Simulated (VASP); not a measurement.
**La2CdAu2 with PBEsol + D3(BJ): from relaxation to properties**

Aim: relax La2CdAu2 with PBEsol + D3(BJ), compute its properties on that cell and hold them against experiment. The steps: relaxing cell and atoms (PBEsol + D3(BJ)), second relaxation, single point with fields (PBEsol + D3(BJ)), band structure (PBEsol + D3(BJ)), total and projected DOS (PBEsol + D3(BJ)), field gradients at the nuclei (PBEsol + D3(BJ)) and total energy, forces and stress (PBEsol + D3(BJ)), changed input. The start is a computed cell from the Materials Project.

Calculated with VASP 6.6.1; PBEsol with D3(BJ); plane waves and PAW (La, Cd, Au).

The experiments to compare with:

For La2Au2Cd, tetragonal Mo2FeB2 type (previously reported sample), “Antiferromagnetic ordering in heavy fermion system Ce2Au2Cd” (2005, arxiv:cond-mat/0509703) quotes earlier work: lattice constant a 809.2 ± 0.1 pm [previously reported value quoted from earlier work; this paper's own cell constants agree …]; lattice constant c 400.27 ± 0.09 pm [previously reported value quoted from earlier work; this paper's own cell constants agree …].

## (1) The starting structure

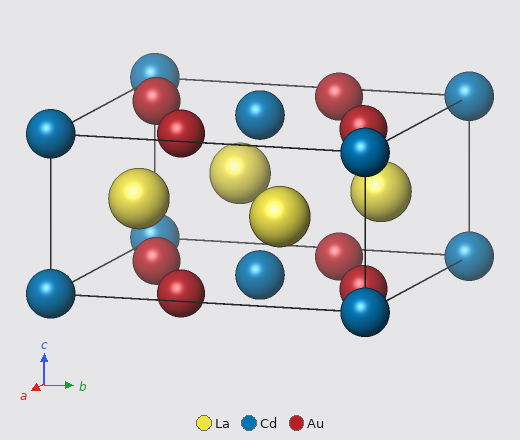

The starting structure, seen slightly off an axis (lanthanum yellow, cadmium blue, gold red). Some periodic images of atoms are drawn too.

## (2) Relaxing cell and atoms (PBEsol + D3(BJ))

The start need not lie at this functional's minimum. ISIF = 3 frees volume, shape and positions, and EDIFFG sets the threshold on forces and stress at which the search stops. PBEsol restores the gradient expansion of exchange and is tuned for the cells of solids. A dispersion term adds the long-range attraction that semilocal functionals lack. D3 with Becke-Johnson damping keeps a finite attraction at short range.

File INCAR:

```
SYSTEM = La2CdAu2
PREC = Accurate
ENCUT = 400
EDIFF = 1E-06
NELM = 100
ISMEAR = 1
SIGMA = 0.2
LREAL = .FALSE.
ALGO = Normal
GGA = PS
IVDW = 12
NBANDS = 69
LASPH = .TRUE.
LORBIT = 11
LWAVE = .FALSE.
LCHARG = .FALSE.
KPAR = 4
NCORE = 2
IBRION = 2
NSW = 60
ISIF = 3
EDIFFG = -0.01
```

File POSCAR:

```
La2CdAu2
1.0
    8.1551207900      0.0000000000      0.0000000000
    0.0000000000      8.1551207900      0.0000000000
    0.0000000000      0.0000000000      4.0033819100
La Cd Au
4 2 4
Direct
    0.6719936100      0.1719936100      0.5000000000
    0.3280063900      0.8280063900      0.5000000000
    0.1719936100      0.3280063900      0.5000000000
    0.8280063900      0.6719936100      0.5000000000
    0.0000000000      0.0000000000      0.0000000000
    0.5000000000      0.5000000000      0.0000000000
    0.1282306400      0.6282306400      0.0000000000
    0.8717693600      0.3717693600      0.0000000000
    0.6282306400      0.8717693600      0.0000000000
    0.3717693600      0.1282306400      0.0000000000
```

File KPOINTS:

```
Automatic mesh
0
Gamma
3 3 6
0 0 0
```

PAW data sets: La, Cd and Au (PBE family, release 64).

Command:

```console
> mpirun -np 8 vasp_std
```

The program printed:

```text
[banner, memory and clock lines left out]
running    8 mpi-ranks, on    1 nodes
 distrk:  each k-point on    2 cores,    4 groups
 distr:  one band on    2 cores,    1 groups

 POSCAR found type information on POSCAR LaCdAu
 POSCAR found :  3 types and      10 ions
|                                                                             |
|               ----> ADVICE to this user running VASP <----                  |
|                                                                             |
|     You enforced a specific xc type in the INCAR file but a different       |
|     [... a line on the potential file left out ...]
|     I HOPE YOU KNOW WHAT YOU ARE DOING!                                     |
|                                                                             |

 LDA part: xc-table for (Slater+PW92), standard interpolation
 POSCAR, INCAR and KPOINTS ok, starting setup
 FFT: planning ... GRIDC
 FFT: planning ... GRID_SOFT
 FFT: planning ... GRID
 WAVECAR not read
 entering main loop
       N       E                     dE             d eps       ncg     rms          rms(c)
DAV:   1     0.124566633447E+04    0.12457E+04   -0.36126E+04  1664   0.193E+03
DAV:   2     0.318344804149E+03   -0.92732E+03   -0.84410E+03  1960   0.413E+02
DAV:   3     0.467425655949E+02   -0.27160E+03   -0.25901E+03  2200   0.224E+02
DAV:   4    -0.357965437943E+02   -0.82539E+02   -0.78039E+02  2926   0.104E+02
DAV:   5    -0.500037293773E+02   -0.14207E+02   -0.13803E+02  3072   0.493E+01    0.154E+01
DAV:   6    -0.470600362240E+02    0.29437E+01   -0.79885E+01  2920   0.411E+01    0.982E+00
DAV:   7    -0.467369489175E+02    0.32309E+00   -0.87214E+00  2912   0.183E+01    0.389E+00
DAV:   8    -0.466376152337E+02    0.99334E-01   -0.15625E+00  2888   0.610E+00    0.153E+00
DAV:   9    -0.466272584933E+02    0.10357E-01   -0.21999E-01  3008   0.248E+00    0.519E-01
DAV:  10    -0.466275637705E+02   -0.30528E-03   -0.29130E-02  3200   0.975E-01    0.256E-01
DAV:  11    -0.466271163215E+02    0.44745E-03   -0.75082E-03  3064   0.553E-01    0.747E-02
DAV:  12    -0.466272050438E+02   -0.88722E-04   -0.90501E-04  2984   0.158E-01    0.299E-02
DAV:  13    -0.466272384849E+02   -0.33441E-04   -0.26281E-04  3240   0.825E-02    0.193E-02
DAV:  14    -0.466272535528E+02   -0.15068E-04   -0.80739E-05  2920   0.342E-02    0.147E-02
DAV:  15    -0.466272673715E+02   -0.13819E-04   -0.78734E-05  2384   0.305E-02    0.617E-03
DAV:  16    -0.466272678874E+02   -0.51591E-06   -0.15285E-05  2232   0.195E-02    0.337E-03
DAV:  17    -0.466272692767E+02   -0.13893E-05   -0.85340E-06  2072   0.129E-02    0.746E-04
DAV:  18    -0.466272695441E+02   -0.26738E-06   -0.17368E-06  1560   0.907E-03
   1 F= -.51619451E+02 E0= -.51616069E+02  d E =-.516195E+02
 curvature:   0.00 expect dE= 0.000E+00 dE for cont linesearch  0.000E+00
 trial: gam= 0.00000 g(F)=  0.106E-02 g(S)=  0.152E+01 ort = 0.000E+00 (trialstep = 0.100E+01)
 search vector abs. value=  0.153E+01
 bond charge predicted
       N       E                     dE             d eps       ncg     rms          rms(c)
DAV:   1    -0.727702922655E+02   -0.26143E+02   -0.57988E+02  1964   0.128E+02    0.339E+01
DAV:   2    -0.482688833935E+02    0.24501E+02   -0.11004E+02  2688   0.723E+01    0.898E+00
DAV:   3    -0.464088862684E+02    0.18600E+01   -0.78687E+00  2622   0.198E+01    0.467E+00
DAV:   4    -0.459773858053E+02    0.43150E+00   -0.50190E+00  2848   0.109E+01    0.186E+00
DAV:   5    -0.459295062912E+02    0.47880E-01   -0.69767E-01  3185   0.523E+00    0.117E+00
DAV:   6    -0.459437829699E+02   -0.14277E-01   -0.69390E-02  3088   0.120E+00    0.607E-01
DAV:   7    -0.459465368003E+02   -0.27538E-02   -0.36610E-02  3153   0.104E+00    0.288E-01
DAV:   8    -0.459494891790E+02   -0.29524E-02   -0.16747E-02  3184   0.615E-01    0.120E-01
DAV:   9    -0.459499894418E+02   -0.50026E-03   -0.28502E-03  3256   0.231E-01    0.499E-02
DAV:  10    -0.459501707515E+02   -0.18131E-03   -0.11603E-03  3248   0.120E-01    0.238E-02
DAV:  11    -0.459502156226E+02   -0.44871E-04   -0.31290E-04  3208   0.699E-02    0.125E-02
DAV:  12    -0.459502276332E+02   -0.12011E-04   -0.12528E-04  3024   0.483E-02    0.317E-03
DAV:  13    -0.459502298986E+02   -0.22653E-05   -0.26899E-05  2256   0.224E-02    0.124E-03
DAV:  14    -0.459502308383E+02   -0.93974E-06   -0.77861E-06  1504   0.140E-02
   2 F= -.51799059E+02 E0= -.51799546E+02  d E =-.179608E+00
[... from here on, the cycles between the ionic steps are left out ...]
   3 F= -.52088436E+02 E0= -.52087429E+02  d E =-.468985E+00
   4 F= -.52088383E+02 E0= -.52087427E+02  d E =-.468932E+00
   5 F= -.52092629E+02 E0= -.52091754E+02  d E =-.424551E-02
   6 F= -.52095364E+02 E0= -.52094433E+02  d E =-.698099E-02
   7 F= -.52095477E+02 E0= -.52094498E+02  d E =-.709387E-02
   8 F= -.52096930E+02 E0= -.52095608E+02  d E =-.145319E-02
   9 F= -.52096995E+02 E0= -.52095572E+02  d E =-.151815E-02
  10 F= -.52097930E+02 E0= -.52096297E+02  d E =-.934891E-03
  11 F= -.52098007E+02 E0= -.52096310E+02  d E =-.101126E-02
  12 F= -.52098015E+02 E0= -.52096291E+02  d E =-.101916E-02
  13 F= -.52098134E+02 E0= -.52096416E+02  d E =-.119214E-03
 trial-energy change:   -0.000119  1 .order   -0.000112   -0.000128   -0.000096
 step:   3.1745(harm=  3.1745)  dis= 0.00323  next Energy=   -52.098271 (dE=-0.256E-03)
 bond charge predicted
       N       E                     dE             d eps       ncg     rms          rms(c)
DAV:   1    -0.466274787412E+02    0.20440E-02   -0.12976E-01  2176   0.136E+00    0.104E-01
DAV:   2    -0.466283470846E+02   -0.86834E-03   -0.11083E-02  2680   0.592E-01    0.493E-02
DAV:   3    -0.466283662491E+02   -0.19164E-04   -0.42642E-04  2920   0.129E-01    0.301E-02
DAV:   4    -0.466283619816E+02    0.42676E-05   -0.70686E-05  2768   0.417E-02    0.157E-02
DAV:   5    -0.466283650523E+02   -0.30707E-05   -0.25261E-05  2744   0.198E-02    0.774E-03
DAV:   6    -0.466283662089E+02   -0.11566E-05   -0.29243E-06  1600   0.105E-02    0.297E-03
DAV:   7    -0.466283665957E+02   -0.38680E-06   -0.44207E-07  1096   0.665E-03
  14 F= -.52098341E+02 E0= -.52096641E+02  d E =-.326018E-03
 curvature:  -1.93 expect dE=-0.731E-04 dE for cont linesearch -0.934E-05
 trial: gam= 0.03802 g(F)=  0.109E-04 g(S)=  0.270E-04 ort = 0.308E-04 (trialstep = 0.127E+01)
 search vector abs. value=  0.405E-04
 reached required accuracy - stopping structural energy minimisation
```

It took 2.9 min on 8 MPI ranks of Intel Xeon 6975P-C (Granite Rapids), shared host; peak memory 2.2 GiB.

Lines that name or quote the potential files are left out of all logs, and their timing lines are given in words.

OUTCAR, selected parts (step 2):

```text
ion  position               nearest neighbor table
   1  0.672  0.172  0.500-   8 3.05   8 3.05  10 3.18   9 3.18   9 3.18  10 3.18   6 3.62   6 3.62
                             5 3.62   5 3.62
   2  0.328  0.828  0.500-   7 3.05   7 3.05  10 3.18   9 3.18   9 3.18  10 3.18   6 3.62   6 3.62
                             5 3.62   5 3.62
   3  0.172  0.328  0.500-  10 3.05  10 3.05   7 3.18   7 3.18   8 3.18   8 3.18   6 3.62   6 3.62
                             5 3.62   5 3.62
   4  0.828  0.672  0.500-   9 3.05   9 3.05   7 3.18   7 3.18   8 3.18   8 3.18   6 3.62   6 3.62
                             5 3.62   5 3.62
   5  0.000  0.000  0.000-   7 3.21   8 3.21   9 3.21  10 3.21   1 3.62   2 3.62   3 3.62   4 3.62
                             1 3.62   2 3.62   3 3.62   4 3.62
   6  0.500  0.500  0.000-   7 3.21   8 3.21   9 3.21  10 3.21   1 3.62   2 3.62   3 3.62   4 3.62
                             1 3.62   2 3.62   3 3.62   4 3.62
   7  0.128  0.628  0.000-   8 2.96   2 3.05   2 3.05   3 3.18   4 3.18   3 3.18   4 3.18   5 3.21
                             6 3.21
   8  0.872  0.372  0.000-   7 2.96   1 3.05   1 3.05   3 3.18   4 3.18   3 3.18   4 3.18   5 3.21
                             6 3.21
   9  0.628  0.872  0.000-  10 2.96   4 3.05   4 3.05   2 3.18   1 3.18   2 3.18   1 3.18   5 3.21
                             6 3.21
  10  0.372  0.128  0.000-   9 2.96   3 3.05   3 3.05   2 3.18   1 3.18   2 3.18   1 3.18   5 3.21
                             6 3.21

  LATTYP: Found a simple tetragonal cell.
 ALAT       =     8.1551207900
 C/A-ratio  =     0.4909040605

 Subroutine GETGRP returns: Found 16 space group operations
 (whereof  8 operations were pure point group operations)

The static configuration has the point symmetry C_4h.
 The point group associated with its full space group is D_4h.

 Found     12 irreducible k-points:

   k-points           NKPTS =     12   k-points in BZ     NKDIM =     12   number of bands    NBANDS=     69

   dimension x,y,z NGX =    54 NGY =   54 NGZ =   28
   dimension x,y,z NGXF=   108 NGYF=  108 NGZF=   56

   ENCUT  =  400.0 eV  29.40 Ry    5.42 a.u.  13.30 13.30  6.53*2*pi/ulx,y,z

   NELECT =     112.0000    total number of electrons

 k-points in reciprocal lattice and weights: Automatic mesh
   0.00000000  0.00000000  0.00000000       0.019
   0.33333333  0.00000000  0.00000000       0.074
   0.33333333  0.33333333  0.00000000       0.074
   0.00000000  0.00000000  0.16666667       0.037
   0.33333333  0.00000000  0.16666667       0.148
   0.33333333  0.33333333  0.16666667       0.148
   0.00000000  0.00000000  0.33333333       0.037
   0.33333333  0.00000000  0.33333333       0.148
   0.33333333  0.33333333  0.33333333       0.148
   0.00000000  0.00000000  0.50000000       0.019
   0.33333333  0.00000000  0.50000000       0.074
   0.33333333  0.33333333  0.50000000       0.074

 Edisp (eV)   -5.46861

 average (electrostatic) potential at core
       1 -95.8759       2 -95.8759       3 -95.8759       4 -95.8759       5 -33.5371
       6 -33.5371       7 -66.2602       8 -66.2602       9 -66.2602      10 -66.2602

 E-fermi :   8.0539

 k-point     1 :       0.0000    0.0000    0.0000
  band No.  band energies     occupation
    ...
     51       5.1435      2.00000
     52       5.9077      2.00000
     53       7.0452      2.00000
     54       7.0452      2.00000
     55       7.1159      2.00000
     56       8.3168     -0.06874
     57       8.8168     -0.00000
     58       8.8328     -0.00000
     59       9.1209     -0.00000
     60       9.1443     -0.00000
    ...

 k-point     2 :       0.3333    0.0000    0.0000
  band No.  band energies     occupation
    ...
     50       4.8321      2.00000
     51       5.3351      2.00000
     52       5.4234      2.00000
     53       6.5593      2.00000
     54       7.5935      2.00535
     55       8.1549      0.25486
     56       8.1841      0.11698
     57       8.5738     -0.00147
     58       8.9025     -0.00000
     59       9.0991     -0.00000
    ...

 k-point     3 :       0.3333    0.3333    0.0000
  band No.  band energies     occupation
    ...
     52       5.8476      2.00000
     53       7.3376      2.00001
     54       7.6238      2.00953
     55       8.0527      1.01048
     56       8.0931      0.67593
     57       8.5398     -0.00316
     58       8.9308     -0.00000
     59       9.1226     -0.00000
     60       9.1631     -0.00000
     61       9.3747     -0.00000
    ...

 Edisp (eV)   -5.46997

  Total       0.01870     0.01870     0.06994     0.00000     0.00000     0.00000
  in kB       0.12279     0.12279     0.45932     0.00000     0.00000     0.00000
  external pressure =        0.23 kB  Pullay stress =        0.00 kB

  energy-cutoff  :      400.00
  volume of cell :      243.96
      direct lattice vectors                 reciprocal lattice vectors
     7.985028410 -0.000000000  0.000000000     0.125234370 -0.000000000  0.000000000
    -0.000000000  7.985028410  0.000000000     0.000000000  0.125234370  0.000000000
    -0.000000000 -0.000000000  3.826186405    -0.000000000 -0.000000000  0.261356843

 POSITION                                       TOTAL-FORCE (eV/Angst)
 -----------------------------------------------------------------------------------
      5.37830      1.38579      1.91309         0.002516      0.002516      0.000000
      2.60673      6.59924      1.91309        -0.002516     -0.002516     -0.000000
      1.38579      2.60673      1.91309         0.002516     -0.002516     -0.000000
      6.59924      5.37830      1.91309        -0.002516      0.002516      0.000000
      0.00000      0.00000      0.00000         0.000000     -0.000000     -0.000000
      3.99251      3.99251      0.00000         0.000000     -0.000000     -0.000000
      1.01718      5.00970      0.00000        -0.004694     -0.004694     -0.000000
      6.96785      2.97533      0.00000         0.004694      0.004694      0.000000
      5.00970      6.96785      3.82619        -0.004694      0.004694      0.000000
      2.97533      1.01718      0.00000         0.004694     -0.004694     -0.000000
 -----------------------------------------------------------------------------------
    total drift:                                0.000000      0.000000      0.000000

  FREE ENERGIE OF THE ION-ELECTRON SYSTEM (eV)
  ---------------------------------------------------
  free  energy   TOTEN  =       -52.0983406161 eV

  energy  without entropy=      -52.0932411581  energy(sigma->0) =      -52.09664080

 reached required accuracy - stopping structural energy minimisation

 total charge
# of ion       s       p       d       f       tot
--------------------------------------------------
    1        2.068   5.604   0.792   0.147   8.611
    2        2.068   5.604   0.792   0.147   8.611
    3        2.068   5.604   0.792   0.147   8.611
    4        2.068   5.604   0.792   0.147   8.611
    5        0.560   0.296   9.459   0.000  10.315
    6        0.560   0.296   9.459   0.000  10.315
    7        0.810   0.357   8.629   0.000   9.796
    8        0.810   0.357   8.629   0.000   9.796
    9        0.810   0.357   8.629   0.000   9.796
   10        0.810   0.357   8.629   0.000   9.796
--------------------------------------------------
tot         12.630  24.435  56.605   0.587  94.256

[... 3 further parts left out ...]
```

The k-mesh is coarse for a metal. The PAW data sets were made with PBE, which is usual practice but a small mismatch for other functionals. After so large a change of volume the plane waves of the start cell no longer fit, so the final stress carries a basis-set error. Dispersion corrections of this kind ignore metallic screening and tend to overbind metals. The run keeps the 16 symmetry operations of its start, so it cannot find a distortion of lower symmetry.

Step by step:

```tsv
step	energy less that of the first step (eV)	largest force (eV/Å)	pressure (GPa)	volume (Å³)
1	0.0000	0.0740	-6.16	266.25
2	-0.1796	0.1797	6.49	228.72
3	-0.4690	0.0914	-0.04	244.08
4	-0.4689	0.0939	0.12	243.65
5	-0.4732	0.0549	0.12	243.62
6	-0.4759	0.0639	0.12	243.58
7	-0.4760	0.0808	0.12	243.57
8	-0.4775	0.0559	-0.13	244.34
9	-0.4775	0.0488	-0.21	244.56
10	-0.4785	0.0216	-0.06	244.19
11	-0.4786	0.0260	-0.02	244.08
12	-0.4786	0.0282	0.00	244.04
13	-0.4787	0.0207	0.01	244.02
14	-0.4789	0.0066	0.02	243.96
```

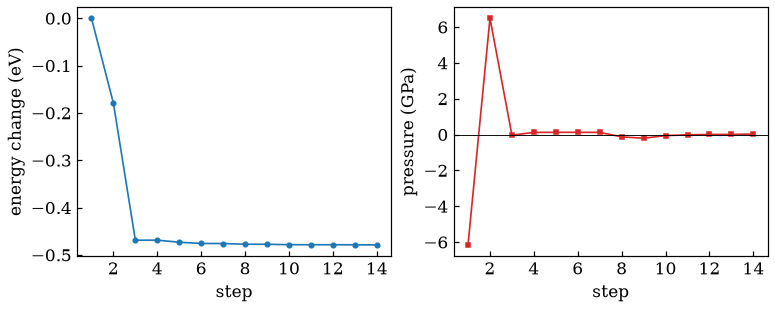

Energy and pressure along the relaxation.

```tsv
conventional cell, symmetrised	before	after	change
a (Å)	8.155	7.985	-2.1 %
b (Å)	8.155	7.985	-2.1 %
c (Å)	4.003	3.826	-4.4 %
volume (Å³/atom)	26.62	24.40	-8.4 %
```

The atoms that moved most (Å, as changes of fractional coordinates times the final cell):

```tsv
atom	dx	dy	dz	length
La1	0.012	0.012	0.000	0.018
La3	0.012	-0.012	0.000	0.018
La2	-0.012	-0.012	0.000	0.018
La4	-0.012	0.012	0.000	0.018
Au10	0.007	-0.007	0.000	0.010
Au8	0.007	0.007	0.000	0.010
Au7	-0.007	-0.007	0.000	0.010
Au9	-0.007	0.007	0.000	0.010
```

Final coordinates:

```xyz
10
Lattice="7.9850 0.0000 0.0000 0.0000 7.9850 0.0000 0.0000 0.0000 3.8262" Properties=species:S:1:pos:R:3 pbc="T T T"
La    5.3783    1.3858    1.9131
La    2.6067    6.5992    1.9131
La    1.3858    2.6067    1.9131
La    6.5992    5.3783    1.9131
Cd    0.0000    0.0000    0.0000
Cd    3.9925    3.9925    0.0000
Au    1.0172    5.0097    0.0000
Au    6.9678    2.9753    0.0000
Au    5.0097    6.9678    0.0000
Au    2.9753    1.0172    0.0000
```

Numbers from this step:

| Item | Value |
| --- | --- |
| electrons | 112 |
| bands | 69 |
| irreducible k-points | 12 |
| symmetry operations | 16 |
| free energy (TOTEN) | -52.0983 eV |
| energy at zero smearing | -52.0966 eV |
| Fermi energy | 8.054 eV |
| pressure | 0.02350 GPa |
| metallic | yes |
| SCF cycles over all ionic steps | 113 |

It ends with a largest force of 0.007 eV/Å and a pressure of 0.02 GPa.

[end of part 1 of 5]

[Lines on the potential files, build, host, timing and source positions are cut from VASP's logs without a mark.]

[Logs are printed without paths, hosts, clocks, repeated set-up lines and the standing remarks that a program may print on its own settings, such as how far it seeks lower states.]

[Hosts, paths, dates, database ids (printed as entryN), source tags and the programs' standing remarks are cut or masked in the printed files.]

[A measured line is paired with the nearest computed mode of its activity, which favours agreement.]
